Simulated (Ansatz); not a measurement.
# OsAu2: a short molecular-dynamics run

Aim: set OsAu2 (an element-swapped structure, 6 atoms, not relaxed) in motion for 40 steps of 1 fs under a Langevin thermostat at 900 K, and see how temperature, energy and positions respond.

Program: Ansatz 0.2.0. Level of theory: DFT LDA, plane waves, PAW, scalar-relativistic, no spin polarisation. These are calculated values, not measurements.

## Step 1: The system as given

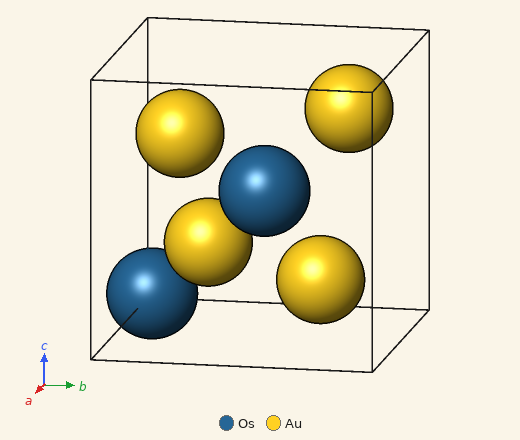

The starting structure, seen slightly off an axis (osmium blue, gold amber). Each atom of the cell is drawn once.

As a file:

```cif
data_structure
_symmetry_space_group_name_H-M 'P 1'
_symmetry_Int_Tables_number 1
_cell_length_a 4.8695
_cell_length_b 4.8695
_cell_length_c 4.8695
_cell_angle_alpha 90.000
_cell_angle_beta 90.000
_cell_angle_gamma 90.000
_cell_volume 115.47
loop_
_atom_site_label
_atom_site_type_symbol
_atom_site_fract_x
_atom_site_fract_y
_atom_site_fract_z
_atom_site_occupancy
Os1 Os 0.00000 0.00000 0.00000 1
Os2 Os 0.50000 0.50000 0.50000 1
Au1 Au 0.25000 0.25000 0.25000 1
Au2 Au 0.75000 0.75000 0.25000 1
Au3 Au 0.25000 0.75000 0.75000 1
Au4 Au 0.75000 0.25000 0.75000 1
```

## Step 2: Molecular dynamics

input.yaml

```yaml
crystal:
  lattice:
    - [4.8695244, 0.0, 0.0]
    - [0.0, 4.8695244, 0.0]
    - [0.0, 0.0, 4.8695244]
  atoms:
    - { symbol: Os, position: [0.0, 0.0, 0.0] }
    - { symbol: Os, position: [0.5, 0.5, 0.5] }
    - { symbol: Au, position: [0.25, 0.25, 0.25] }
    - { symbol: Au, position: [0.75, 0.75, 0.25] }
    - { symbol: Au, position: [0.25, 0.75, 0.75] }
    - { symbol: Au, position: [0.75, 0.25, 0.75] }
kpoints:
  mp_grid: { grid: [3, 3, 3] }
magnetization:
  spin_polarized: false
scf:
  occupations: { method: gaussian, width: 0.1 }
hamiltonian:
  pseudopotentials: { kind: paw }
  xc: lda
basis:
  ecutwfc: 420
md:
  timestep: 1.0
  n_steps: 40
  ensemble: nvt_langevin
  temperature: 900.0
  initial_velocities: maxwell_boltzmann
  seed: 519721
```

Command:

```
> ansatz run input.yaml --threads 2 --pin off --max-ram 2560MiB --backend cpu --events-out ev --progress --plain --runs-dir out
```

What it wrote (excerpt; [...] marks lines left out):

```text
Warning: md: disabling space-group detection — thermal motion breaks the input geometry's symmetry, so no spatial operation reduces the k-mesh or symmetrises the density; time reversal is kept, so that k and −k are solved as one point where they differ and the mesh holds both, and exact [...]
Warning: RAYON_NUM_THREADS=2 ignored (pool sized by the plan → 2); use --threads N
[...]
Pseudopotentials: kind: paw
Pseudopotential: Os, paw, valence charge 16, recommended cutoff 420 eV (normal), Os.paw.azcp
Pseudopotential: Au, paw, valence charge 19, recommended cutoff 420 eV (normal), Au.paw.azcp
Functional definition: SPW92
[...]
Crystal: 6 atoms, lattice volume = 115.467 Å³
Basis set: ecut = 420 eV, 2301 PW (Γ)
Bands: 65, of which v1, the nominal top of the filled ones, is band 54 counted from 1 (53 counted from 0)
Symmetry: 1 space group operations
k-points: 14 of 27 (time reversal used)
[...]
SCF iter   1: F=—  HF=-73674.060393 eV  |F-HF|=—  |Δ(HF+E_count)|=         —  Δρ=2.04e-2  dr2=2.87e-1  ethr=1.77e-3  ⟨swp⟩=5.8  Hψ=3295  notcnv=0  defer=16
[...]
md step     0: t =     0.00 fs  T =   750.0 K  F+E_penalty+E_count = -73673.95160714 eV  E_kin = 0.581670 eV  (8 SCF iters)
[...]
md step    10: t =    10.00 fs  T =   752.8 K  F+E_penalty+E_count = -73673.93301421 eV  E_kin = 0.583830 eV  (6 SCF iters)
[...]
md step    20: t =    20.00 fs  T =   640.5 K  F+E_penalty+E_count = -73673.97987287 eV  E_kin = 0.496729 eV  (6 SCF iters)
[...]
md step    30: t =    30.00 fs  T =   744.8 K  F+E_penalty+E_count = -73674.13254632 eV  E_kin = 0.577624 eV  (6 SCF iters)
[...]
md step    39: t =    39.00 fs  T =   992.3 K  F+E_penalty+E_count = -73674.32834344 eV  E_kin = 0.769549 eV  (4 SCF iters)
[...]
md step    40: t =    40.00 fs  T =  1052.8 K  F+E_penalty+E_count = -73674.35592553 eV  E_kin = 0.816516 eV  (6 SCF iters)
SCF converged after 6 iterations
Free energy (F): -73674.355926 eV
[...]
E sigma→0 (E₀):  -73674.342051 eV
Entropy (-TS):   -0.027749 eV (-4.625 meV/atom)
Fermi energy:    17.489287 eV
[...]
--- Forces (eV/Å), atoms counted from 1 ---
  atom   1  Os    -2.88398727     0.31422628     0.00008201
  atom   2  Os    -0.15736324     3.11024586    -1.66612506
  atom   3  Au    -0.69870115    -1.66326353    -0.21657360
  atom   4  Au     1.44786016    -1.27289690     0.20991585
  atom   5  Au     1.53383445    -0.38756163    -0.11872090
  atom   6  Au     0.75834184    -0.10074121     1.79141209
[...]
--- MD trajectory: 40 steps, t = 0.0 → 40.0 fs ---
  final state: T = 1052.8 K   F+E_penalty+E_count = -73674.35592553 eV   E_kin = 0.816516 eV
```

Run time: 3.9 min. Hardware: 2 threads of Arm Neoverse N1, shared host; peak memory 0.46 GiB.

## Step 3: The trajectory

The trajectory, every 3 steps (energies from step 0); msd is the mean square displacement from the start, the centre of mass held:

```
time (fs)  T (K)  potential energy change (meV/atom)  msd Au (Å²)  msd Os (Å²)
      0.0    750                                 0.0        0.000        0.000
      3.0    845                                 0.9        0.000        0.000
      6.0    823                                 2.6        0.000        0.000
      9.0    798                                 3.1        0.001        0.001
     12.0    639                                 2.4        0.001        0.002
     15.0    623                                 0.9        0.002        0.002
     18.0    667                                -1.7        0.003        0.003
     21.0    638                                -6.7        0.004        0.004
     24.0    710                               -14.4        0.005        0.004
     27.0    710                               -22.5        0.007        0.004
     30.0    745                               -30.2        0.008        0.005
     33.0    883                               -39.6        0.010        0.005
     36.0    974                               -50.2        0.013        0.006
     39.0    992                               -62.8        0.015        0.006
     40.0   1053                               -67.4        0.016        0.007
```

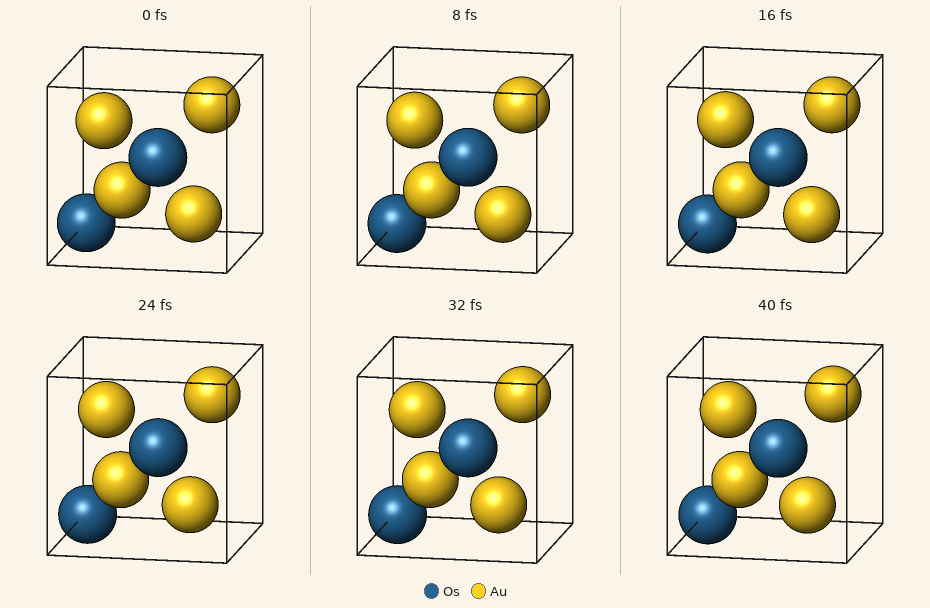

The system at six times, viewed slightly off an axis. Each atom of the cell is drawn once. Atoms are followed across the cell's faces.

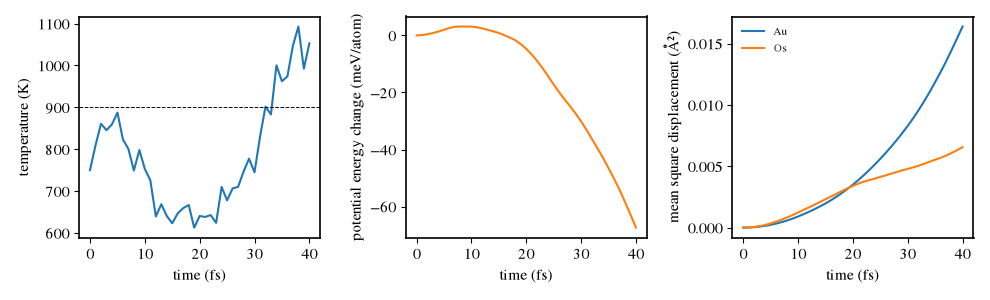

Traces against time; each panel has its own scale. The dashed line is the set temperature.

## Step 4: Snapshots as a file

Positions (Å) and forces (eV/Å):

```xyz
6
Lattice="4.870 0.000 0.000 0.000 4.870 0.000 0.000 0.000 4.870" Properties=species:S:1:pos:R:3:forces:R:3 pbc="T T T" time_fs=5.0 T=887 dE=0.0119
Os   -0.005    0.011   -0.012    0.352   -0.377   -0.023
Os    2.414    2.434    2.433    1.190    0.189   -0.590
Au    1.220    1.209    1.221   -0.310   -0.605   -0.392
Au    3.671    3.642    1.216   -0.128   -0.615    0.472
Au    1.224    3.651    3.650   -0.640    0.791    0.891
Au    3.645    1.229    3.660   -0.463    0.619   -0.357
6
Lattice="4.870 0.000 0.000 0.000 4.870 0.000 0.000 0.000 4.870" Properties=species:S:1:pos:R:3:forces:R:3 pbc="T T T" time_fs=10.0 T=753 dE=0.0186
Os   -0.007    0.022   -0.024    0.203   -0.649    0.028
Os    2.396    2.434    2.429    1.959    0.503   -0.913
Au    1.222    1.200    1.222   -0.440   -1.020   -0.551
Au    3.691    3.631    1.214   -0.114   -0.989    0.731
Au    1.228    3.653    3.652   -0.772    1.041    1.274
Au    3.639    1.242    3.667   -0.836    1.114   -0.570
6
Lattice="4.870 0.000 0.000 0.000 4.870 0.000 0.000 0.000 4.870" Properties=species:S:1:pos:R:3:forces:R:3 pbc="T T T" time_fs=15.0 T=623 dE=0.0052
Os   -0.007    0.029   -0.031   -0.110   -0.846    0.314
Os    2.382    2.432    2.423    2.392    0.847   -0.695
Au    1.224    1.193    1.224   -0.667   -1.436   -0.763
Au    3.708    3.612    1.213    0.161   -1.065    0.649
Au    1.230    3.657    3.655   -0.571    0.924    1.256
Au    3.636    1.253    3.676   -1.204    1.577   -0.762
6
Lattice="4.870 0.000 0.000 0.000 4.870 0.000 0.000 0.000 4.870" Properties=species:S:1:pos:R:3:forces:R:3 pbc="T T T" time_fs=20.0 T=640 dE=-0.0283
Os   -0.010    0.034   -0.038   -0.493   -1.019    0.570
Os    2.371    2.431    2.419    2.519    1.135   -0.545
Au    1.223    1.187    1.226   -0.899   -1.799   -0.920
Au    3.722    3.590    1.212    0.575   -0.955    0.376
Au    1.231    3.662    3.658   -0.426    0.878    1.231
Au    3.632    1.267    3.681   -1.277    1.760   -0.711
6
Lattice="4.870 0.000 0.000 0.000 4.870 0.000 0.000 0.000 4.870" Properties=species:S:1:pos:R:3:forces:R:3 pbc="T T T" time_fs=25.0 T=678 dE=-0.1033
Os   -0.012    0.035   -0.045   -1.216   -0.946    0.511
Os    2.366    2.431    2.412    2.088    1.302   -0.681
Au    1.218    1.178    1.226   -0.816   -1.753   -0.702
Au    3.737    3.569    1.213    1.014   -0.797    0.084
Au    1.235    3.667    3.659   -0.136    0.698    1.028
Au    3.626    1.282    3.682   -0.933    1.496   -0.241
6
Lattice="4.870 0.000 0.000 0.000 4.870 0.000 0.000 0.000 4.870" Properties=species:S:1:pos:R:3:forces:R:3 pbc="T T T" time_fs=30.0 T=745 dE=-0.1809
Os   -0.016    0.034   -0.051   -1.970   -0.580    0.391
Os    2.361    2.427    2.406    1.492    1.919   -0.831
Au    1.211    1.171    1.228   -0.888   -1.789   -0.599
Au    3.755    3.547    1.214    1.270   -0.814   -0.008
Au    1.239    3.676    3.662    0.403    0.343    0.586
Au    3.615    1.293    3.678   -0.307    0.920    0.460
6
Lattice="4.870 0.000 0.000 0.000 4.870 0.000 0.000 0.000 4.870" Properties=species:S:1:pos:R:3:forces:R:3 pbc="T T T" time_fs=35.0 T=962 dE=-0.2793
Os   -0.026    0.032   -0.058   -2.455    0.024    0.208
Os    2.358    2.425    2.399    0.781    2.674   -1.190
Au    1.203    1.162    1.230   -0.955   -1.858   -0.523
Au    3.775    3.528    1.211    1.296   -1.092    0.142
Au    1.246    3.684    3.672    1.012   -0.062    0.176
Au    3.602    1.304    3.673    0.321    0.314    1.188
6
Lattice="4.870 0.000 0.000 0.000 4.870 0.000 0.000 0.000 4.870" Properties=species:S:1:pos:R:3:forces:R:3 pbc="T T T" time_fs=40.0 T=1053 dE=-0.4043
Os   -0.041    0.033   -0.067   -2.884    0.314    0.000
Os    2.355    2.427    2.392   -0.157    3.110   -1.666
Au    1.196    1.151    1.226   -0.699   -1.663   -0.217
Au    3.795    3.510    1.211    1.448   -1.273    0.210
Au    1.252    3.692    3.683    1.534   -0.388   -0.119
Au    3.587    1.319    3.672    0.758   -0.101    1.791
```

## Step 5: Outcome

| quantity | value |
| --- | --- |
| length | 40 steps of 1 fs |
| temperature, first and last step | 750 and 1053 K |
| temperature, second half | mean 826 K, from 624 to 1093 K |
| potential energy, second half | -32 meV/atom from the start |
| mean square displacement, second half | Au 0.009, Os 0.005 Å² |

What this shows: Against a set 900 K the second half averages 826 K, going from 640 to 1053 K over that half. No atom gets farther than 0.20 Å from its start, with the drift of the whole removed, against a typical distance of 2.1 Å between sites at the start. A run of 40 fs with 6 atoms shows the motion but fixes no equilibrium value.
